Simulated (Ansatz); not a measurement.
# Ag wire along [110], 37 atoms a period: bands along the axis, part 2 of 2

Aim: is the Ag wire along [110], 37 atoms a period a metal or a semiconductor?

Ansatz 0.2.0; DFT PBE, plane waves, PAW; relaxation of a wire's period; PAW set soft_1 (the session's first sound run).

So far: The starting structure; The relaxed wire.

### 2. The relaxed wire (continued)

Step by step:

```tsv
step	energy less that of the first step (eV)	largest force component (eV/Å)	pressure (GPa)	volume (Å³)
1	0.0000	0.3723	-0.95	1474.42
2	-0.2302	0.1112	0.74	1445.91
3	-0.2987	0.0148	-0.06	1453.70
4	-0.3005	0.0061	-0.01	1452.41
5	-0.2955	0.0061	0.00	1452.41
```

The log counts 1 steps on a newly chosen plane-wave basis, not all of them marked here; energy and pressure can jump at such steps.

Forces are held to the 8 operations that the run works with; a distortion that breaks them can't arise in this run.

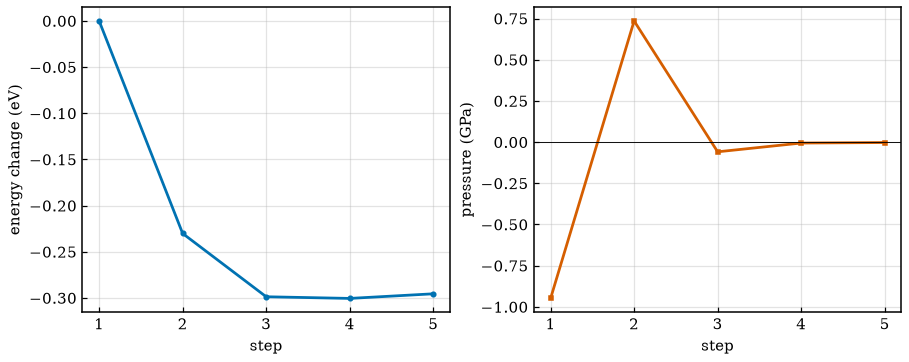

Energy and pressure along the relaxation.

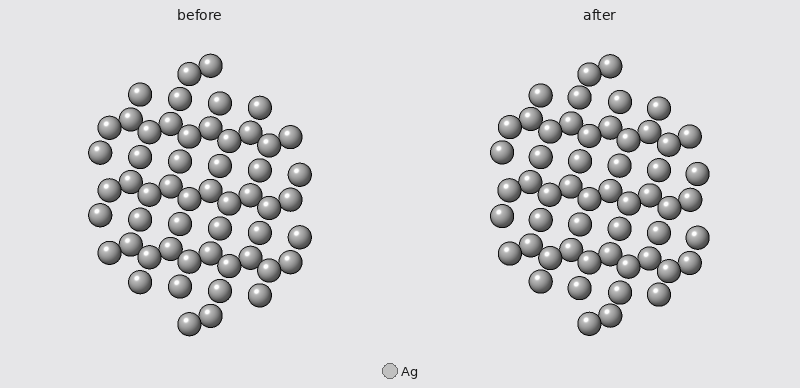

Before and after, at one scale.

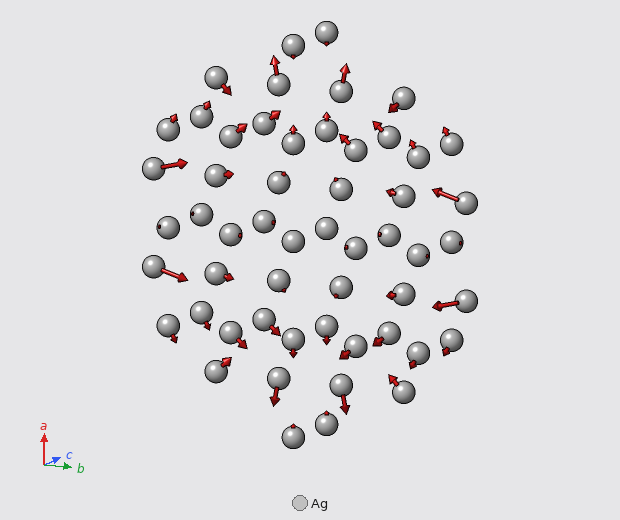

Displacements in the relaxation, exaggerated, measured against the changing cell; the longest in the cell stands for 0.15 Å. Some periodic images of atoms are drawn too.

```tsv
cell as run	before	after	change
c (Å)	2.934	2.891	-1.5 %
```

The atoms that moved most (Å, along periodic axes as changes of fractional coordinates times the final cell, across vacuum about the mean position):

```tsv
atom	dx	dy	dz	length
Ag27	0.039	-0.150	0.000	0.155
Ag21	-0.039	-0.150	0.000	0.155
Ag22	0.039	0.150	0.000	0.155
Ag16	-0.039	0.150	0.000	0.155
Ag30	0.102	0.021	0.000	0.104
Ag14	-0.102	0.021	0.000	0.104
Ag29	0.102	-0.021	0.000	0.104
Ag13	-0.102	-0.021	0.000	0.104
```

Final coordinates:

```cif
data_structure
_symmetry_space_group_name_H-M 'P 1'
_symmetry_Int_Tables_number 1
_cell_length_a 23.4000
_cell_length_b 21.4720
_cell_length_c 2.8907
_cell_angle_alpha 90.000
_cell_angle_beta 90.000
_cell_angle_gamma 90.000
_cell_volume 1452.41
loop_
_atom_site_label
_atom_site_type_symbol
_atom_site_fract_x
_atom_site_fract_y
_atom_site_fract_z
_atom_site_occupancy
Ag1 Ag 0.14636 0.50001 0.00000 1
Ag2 Ag 0.32066 0.63396 0.00000 1
Ag3 Ag 0.32052 0.50001 0.00000 1
Ag4 Ag 0.32070 0.77222 0.00000 1
Ag5 Ag 0.50000 0.63581 0.00000 1
Ag6 Ag 0.50000 0.50001 0.00000 1
Ag7 Ag 0.50000 0.77394 0.00000 1
Ag8 Ag 0.67934 0.63396 0.00000 1
Ag9 Ag 0.67948 0.50001 0.00000 1
Ag10 Ag 0.67930 0.77222 0.00000 1
Ag11 Ag 0.85364 0.50001 0.00000 1
Ag12 Ag 0.23614 0.29752 0.50000 1
Ag13 Ag 0.22963 0.43072 0.50000 1
Ag14 Ag 0.22963 0.56930 0.50000 1
Ag15 Ag 0.23614 0.70250 0.50000 1
Ag16 Ag 0.40964 0.16531 0.50000 1
Ag17 Ag 0.41089 0.29763 0.50000 1
Ag18 Ag 0.41049 0.43226 0.50000 1
Ag19 Ag 0.41049 0.56776 0.50000 1
Ag20 Ag 0.41089 0.70239 0.50000 1
Ag21 Ag 0.40964 0.83471 0.50000 1
Ag22 Ag 0.59036 0.16531 0.50000 1
Ag23 Ag 0.58911 0.29763 0.50000 1
Ag24 Ag 0.58951 0.43226 0.50000 1
Ag25 Ag 0.58951 0.56776 0.50000 1
Ag26 Ag 0.58911 0.70239 0.50000 1
Ag27 Ag 0.59036 0.83471 0.50000 1
Ag28 Ag 0.76386 0.29752 0.50000 1
Ag29 Ag 0.77037 0.43072 0.50000 1
Ag30 Ag 0.77037 0.56930 0.50000 1
Ag31 Ag 0.76386 0.70250 0.50000 1
Ag32 Ag 0.32066 0.36606 0.00000 1
Ag33 Ag 0.32070 0.22781 0.00000 1
Ag34 Ag 0.50000 0.36421 0.00000 1
Ag35 Ag 0.50000 0.22608 0.00000 1
Ag36 Ag 0.67934 0.36606 0.00000 1
Ag37 Ag 0.67930 0.22781 0.00000 1
```

Numbers from this step:

```yaml
energy_at_zero_smearing: -280844.1875 eV
cell_length_along_the_wire: 2.891 Å
```

The cell's length comes to 2.891 Å with spin left out.

### 3. The wire at its relaxed period

This step: DFT PBE, plane waves, PAW; bands of a perfect wire; PAW set soft_1 (Ansatz 0.2.0).

At the relaxed period the bands are computed along the axis; those that cross an energy going forward count the channels that a perfect wire would open there.

input.yaml reads:

```yaml
crystal:
  lattice:
    - [23.4, 0.0, 0.0]
    - [0.0, 21.472, 0.0]
    - [0.0, 0.0, 2.8906904909]
  atoms:
    - { symbol: Ag, position: [0.146360668, 0.500010845, 0.0] }
    - { symbol: Ag, position: [0.320655566, 0.633963204, 0.0] }
    - { symbol: Ag, position: [0.320518124, 0.500010845, 0.0] }
    - { symbol: Ag, position: [0.320699764, 0.772215397, 0.0] }
    - { symbol: Ag, position: [0.5, 0.635814025, 0.0] }
    - { symbol: Ag, position: [0.5, 0.500010845, 0.0] }
    - { symbol: Ag, position: [0.5, 0.773944415, 0.0] }
    - { symbol: Ag, position: [0.679344434, 0.633963204, 0.0] }
    - { symbol: Ag, position: [0.679481876, 0.500010845, 0.0] }
    - { symbol: Ag, position: [0.679300236, 0.772215397, 0.0] }
    - { symbol: Ag, position: [0.853639332, 0.500010845, 0.0] }
    - { symbol: Ag, position: [0.236141512, 0.29751753, 0.5] }
    - { symbol: Ag, position: [0.229630155, 0.430720869, 0.5] }
    - { symbol: Ag, position: [0.229630155, 0.56930082, 0.5] }
    - { symbol: Ag, position: [0.236141512, 0.702504159, 0.5] }
    - { symbol: Ag, position: [0.40964004, 0.165310675, 0.5] }
    - { symbol: Ag, position: [0.4108874, 0.297627649, 0.5] }
    - { symbol: Ag, position: [0.410485843, 0.432257744, 0.5] }
    - { symbol: Ag, position: [0.410485843, 0.567763945, 0.5] }
    - { symbol: Ag, position: [0.4108874, 0.70239404, 0.5] }
    - { symbol: Ag, position: [0.40964004, 0.834711015, 0.5] }
    - { symbol: Ag, position: [0.59035996, 0.165310675, 0.5] }
    - { symbol: Ag, position: [0.5891126, 0.297627649, 0.5] }
    - { symbol: Ag, position: [0.589514157, 0.432257744, 0.5] }
    - { symbol: Ag, position: [0.589514157, 0.567763945, 0.5] }
    - { symbol: Ag, position: [0.5891126, 0.70239404, 0.5] }
    - { symbol: Ag, position: [0.59035996, 0.834711015, 0.5] }
    - { symbol: Ag, position: [0.763858488, 0.29751753, 0.5] }
    - { symbol: Ag, position: [0.770369845, 0.430720869, 0.5] }
    - { symbol: Ag, position: [0.770369845, 0.56930082, 0.5] }
    - { symbol: Ag, position: [0.763858488, 0.702504159, 0.5] }
    - { symbol: Ag, position: [0.320655566, 0.366058485, 0.0] }
    - { symbol: Ag, position: [0.320699764, 0.227806292, 0.0] }
    - { symbol: Ag, position: [0.5, 0.364207665, 0.0] }
    - { symbol: Ag, position: [0.5, 0.226077274, 0.0] }
    - { symbol: Ag, position: [0.679344434, 0.366058485, 0.0] }
    - { symbol: Ag, position: [0.679300236, 0.227806292, 0.0] }
kpoints:
  mp_grid: { grid: [1, 1, 28] }
  band_path: { path: ["Γ", Z], npoints: 90 }
scf:
  occupations: { method: fermi_dirac, width: 0.05 }
hamiltonian:
  xc: pbe
  pseudopotentials: { kind: paw, azcp: { folder: soft_1 } }
output:
  dos: { e_range: [-5, 4] }
  write_potential: true
  write_density: true
  volumetric_format: npy
```

The run is started by

```sh
$ ansatz run input.yaml --threads 16 --pin off --max-ram 61440MiB --backend cuda --events-out ev --progress --plain --runs-dir out --max-vram 78GiB
```

Numbers of over 12 decimals in the logs are rounded to 6 here.

Log:

```text
[...]
Crystal: 37 atoms, lattice volume = 1452.412 Å³
Basis set: ecut = 420 eV, 28345 PW (Γ)
Bands: 422, of which v1, the nominal top of the filled ones, is band 352 counted from 1 (351 counted from 0)
Symmetry: 8 space group operations
[...]
k-points: 15 of 28
[...]
SCF iter   1: F=—  HF=-280851.577772 eV  |F-HF|=—  |Δ(HF+E_count)|=         —  Δρ=4.03e-2  dr2=2.87e1  ethr=3.10e-3  ⟨swp⟩=6.3  Hψ=24010  notcnv=0  defer=301
[...]
SCF iter   6: F=—  HF=-280844.234420 eV  |F-HF|=—  |Δ(HF+E_count)|=   6.95e-3  Δρ=1.36e-4  dr2=3.48e-4  ethr=8.24e-7  ⟨swp⟩=2.0  Hψ=8560  notcnv=0  defer=816
[...]
SCF iter   8: F=—  HF=-280844.233604 eV  |F-HF|=—  |Δ(HF+E_count)|=   1.90e-2  Δρ=1.36e-5  dr2=2.61e-6  ethr=1.03e-8  ⟨swp⟩=2.0  Hψ=8881  notcnv=0  defer=816
[...]
SCF iter  10: F=-280844.233606 eV  HF=-280844.233606 eV  |F-HF|=1.44e-8  |Δ(HF+E_count)|=   1.79e-7  Δρ=2.13e-6  dr2=5.29e-8  ethr=1.42e-11  ⟨swp⟩=12.3  Hψ=30449  notcnv=0
SCF 1 converged in 10 iterations: F = -280844.233606 eV  dr2 = 5.29e-8
[...]
NSCF: frozen V_eff on 91 k-points
[...]
SCF converged after 10 iterations
[...]
```

Elapsed: 14 s, on 1 × NVIDIA GB200 with 16 threads of Arm Neoverse V2, shared host; peak memory 4.4 GiB; 2.7 min of CPU time.

Numbers from this step:

- energy at zero smearing: -280844.1878 eV
- band gap on the path through both edges: 0 eV

Electronic bands along the path, in eV, zero at the Fermi level; # counts the bands kept:

```tsv
point	#50	#51	#52	#53	#54	#55	#56	#57
Γ	-2.17	-2.14	-1.81	-1.55	-1.43	-1.32	-1.28	-0.93
Z	1.00	1.11	1.11	1.18	1.22	1.33	1.55	1.74
```

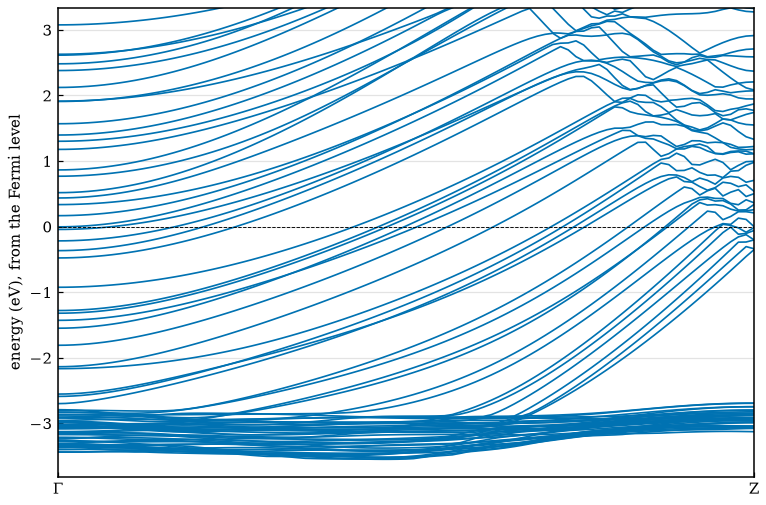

Electronic bands along the path.

Between Γ and Z the bands cross the Fermi level 24 times, so a perfect wire would conduct at least 24 G₀, with spin left out.

### 4. Summary of results

| Item | Value |
| --- | --- |
| cell length, PBE | 2.891 Å |
| ballistic conductance by band crossings, a lower bound, PBE | 24 G₀ |

Under PBE the cell's length is 2.89 Å, and the bands cross the Fermi level 24 times between Γ and Z, which gives a perfect wire at least 24 G₀ (opposite crossings within one step of the path cancel in such a count).

[Logs are printed without paths, hosts, clocks, repeated set-up lines and the standing remarks that a program may print on its own settings, such as how far it seeks lower states.]

[Hosts, paths, dates, database ids (printed as entryN), source tags and the programs' standing remarks are cut or masked in the printed files.]
